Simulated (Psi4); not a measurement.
# TPSSh/6-311+G(d,p) run of [SiNH2F2]− (SMILES N[Si-](F)F)

Aim: the energy change on altering one bond length of [SiNH2F2]− at TPSSh/6-311+G**, from 2 runs. 

The calculation is run with Psi4 1.11.

## (1) The structure to begin with

The species is [SiNH2F2]− (6 atoms), meant as a singlet with charge -1. As SMILES, `N[Si-](F)F`. The shape is that of a GFN2-xTB optimisation. This is one conformer, not always the lowest.

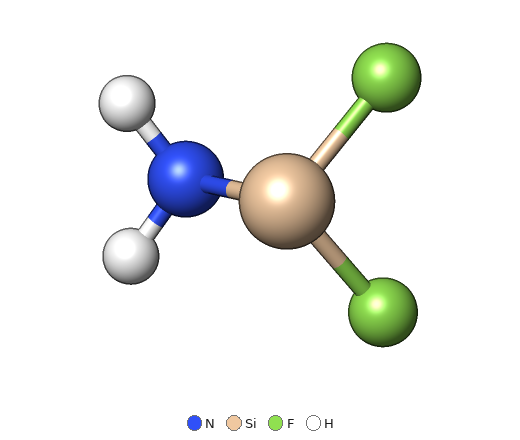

The structure, seen from a chosen angle (nitrogen blue, silicon light orange, fluorine green, hydrogen white).

## (2) A single-point energy at TPSSh/6-311+G(d,p)

The input, calc.dat:

```
memory 1600 MB

molecule geom {
  -1 1
  N
  Si 1 R2
  F 2 R3 1 A3
  F 2 R4 3 A4 1 D4
  H 1 R5 2 A5 3 D5
  H 1 R6 5 A6 2 D6

  R2 = 1.808485
  R3 = 1.704635
  A3 = 95.75481
  R4 = 1.705165
  A4 = 94.28056
  D4 = -96.50418
  R5 = 1.013358
  A5 = 112.29928
  D5 = 69.21773
  R6 = 1.013303
  A6 = 107.46967
  D6 = -124.06227
  symmetry c1
}

set {
  puream               true
  e_convergence        1e-09
  d_convergence        1e-08
  scf_type             pk
  dft_radial_points    99
  dft_spherical_points 590
}

e, wfn = energy("tpssh/6-311+G**", return_wfn=True)
oeprop(wfn, "MAYER_INDICES", "DIPOLE", "LOWDIN_CHARGES", title="TPSSH")
print_variables()
```

On the command line:

```sh
psi4 -i calc.dat -o calc.out -n 1
```

calc.out, cut to the lines that bear on the results:

```text
[...]
  Running in c1 symmetry.
[...]
  Nuclear repulsion =  169.429552836235985
[...]
  Multiplicity = 1
[...]
  Nalpha       = 21
  Nbeta        = 21
[...]
    Number of basis functions: 108
[...]
   @RKS iter   1:  -544.89551511369723   -3.29439e-01   1.04891e-02 DIIS/ADIIS
[...]
   @RKS iter  13:  -545.39101296827346   -1.93268e-12   2.69745e-09 DIIS
[...]
    Orbital Energies [Eh]
    ---------------------
    Doubly Occupied:
       1A    -65.800188     2A    -24.355313     3A    -24.354361
       4A    -14.037663     5A     -5.031152     6A     -3.381644
       7A     -3.379604     8A     -3.374727     9A     -0.927826
      10A     -0.909417    11A     -0.639861    12A     -0.308857
      13A     -0.284157    14A     -0.221580    15A     -0.220139
      16A     -0.196372    17A     -0.163333    18A     -0.158308
      19A     -0.150397    20A     -0.085169    21A      0.005870
[...]
  @RKS Final Energy:  -545.39101296827346
   => Energetics <=
    Nuclear Repulsion Energy =            169.4295528362359846
    One-Electron Energy =               -1102.9798326945067402
    Two-Electron Energy =                 433.1691671745529675
    DFT Exchange-Correlation Energy =     -45.0099002845557123
    Empirical Dispersion Energy =           0.0000000000000000
    VV10 Nonlocal Energy =                  0.0000000000000000
    Total Energy =                       -545.3910129682734578
[...]
 Multipole Moments:
 ------------------------------------------------------------------------------------
     Multipole            Electronic (a.u.)      Nuclear  (a.u.)        Total (a.u.)
 ------------------------------------------------------------------------------------
 L = 1.  Multiply by 2.5417464519 to convert [e a0] to [Debye]
 Dipole X            :          2.0582493           -2.2578741           -0.1996248
 Dipole Y            :         -1.8713444            2.0166990            0.1453545
 Dipole Z            :          3.7406734           -4.4353541           -0.6946807
 Magnitude           :                                                    0.7372648
[...]
```

Run time: 27 s. Hardware: 1 thread of Intel Xeon 6975P-C (Granite Rapids), shared host; peak memory 0.58 GiB.

## (3) The distorted shape: energy and forces at TPSSh/6-311+G(d,p)

The input, job.in:

```
memory 1600 mb

molecule molecule1 {
  -1 1
  N     -0.208226     1.624671    -1.801207
  Si     0.702924     0.119781    -2.220407
  F      0.596070    -1.356640     1.225280
  F     -0.648556    -0.758379    -2.777117
  H      0.325614     2.242911    -1.201467
  H     -0.476406     2.154271    -2.622417
  symmetry c1
}

set globals {
  puream true
  e_convergence 1e-09
  d_convergence 1e-08
  scf_type pk
  dft_radial_points 99
  dft_spherical_points 590
}

E, wfn = gradient('tpssh/6-311+G**', return_wfn=True)
oeprop(wfn, 'DIPOLE', 'MAYER_INDICES', 'MULLIKEN_CHARGES')
```

On the command line:

```sh
psi4 -i job.in -o job.out -n 1
```

job.out, cut to the lines that bear on the results:

```text
[...]
  Running in c1 symmetry.
[...]
  Nuclear repulsion =  134.970120940996821
[...]
  Multiplicity = 1
[...]
  Nalpha       = 21
  Nbeta        = 21
[...]
    Number of basis functions: 108
[...]
   @RKS iter   1:  -544.71114612723125   -4.78737e-01   1.13906e-02 ADIIS/DIIS
[...]
   @RKS iter  16:  -545.28884193459839   -7.95808e-13   6.15431e-09 DIIS
[...]
  @RKS Final Energy:  -545.28884193459839
   => Energetics <=
    Nuclear Repulsion Energy =            134.9701209409968214
    One-Electron Energy =               -1033.1143710410337917
    Two-Electron Energy =                 397.7515112592719788
    DFT Exchange-Correlation Energy =     -44.8961030938333607
    Empirical Dispersion Energy =           0.0000000000000000
    VV10 Nonlocal Energy =                  0.0000000000000000
    Total Energy =                       -545.2888419345983948
[...]
  -Total Gradient:
     Atom            X                  Y                   Z
    ------   -----------------  -----------------  -----------------
       1       -0.016519372898     0.014302590290     0.005446505202
       2        0.025833537075     0.005818565500    -0.012614871043
       3       -0.001406080856    -0.004279022187     0.007025432508
       4       -0.015310069345    -0.010675065701     0.000905143305
       5       -0.001727974128    -0.002871997204    -0.003300160144
       6        0.009162245011    -0.002290355466     0.002542224447
[...]
 Multipole Moments:
 ------------------------------------------------------------------------------------
     Multipole            Electronic (a.u.)      Nuclear  (a.u.)        Total (a.u.)
 ------------------------------------------------------------------------------------
 L = 1.  Multiply by 2.5417464519 to convert [e a0] to [Debye]
 Dipole X            :          0.0206603           -0.0772767           -0.0566164
 Dipole Y            :         -3.5261606            6.1161673            2.5900068
 Dipole Z            :         -1.6592288           -2.1535286           -3.8127573
 Magnitude           :                                                    4.6096051
[...]
```

Run time: 34 s. Hardware: 1 thread of Intel Xeon 6975P-C (Granite Rapids), shared host; peak memory 0.59 GiB.

## (4) Results

At TPSSh/6-311+G**:

| quantity | value |
| --- | --- |
| first shape: total energy | -545.39101 Eh |
| first shape: HOMO energy | 0.16 eV |
| first shape: LUMO energy | 3.70 eV |
| first shape: HOMO–LUMO gap (to an unbound level, set by the basis) | 3.54 eV |
| distorted shape: total energy | -545.28884 Eh |
| distorted shape: HOMO energy | -0.15 eV |
| distorted shape: LUMO energy | 1.35 eV |
| distorted shape: HOMO–LUMO gap (to an unbound level, set by the basis) | 1.51 eV |
| distorted shape: largest force on an atom | 1.508 eV/Å |
| energy change with the Si2–F3 bond stretched from 1.705 to 3.750 Å | 2.780 eV |

What this shows: With the Si2–F3 bond stretched from 1.705 to 3.750 Å the energy rises by 2.78 eV (64 kcal/mol). The first shape isn't relaxed at this level, so the change isn't measured from a minimum. The HOMO (first shape) lies at positive energy, 0.16 eV; only total energies tell whether the electron is bound. Mulliken charges (distorted shape) run from -0.85 on F3 to +0.37 on Si2; in a basis this large or diffuse they mean little.
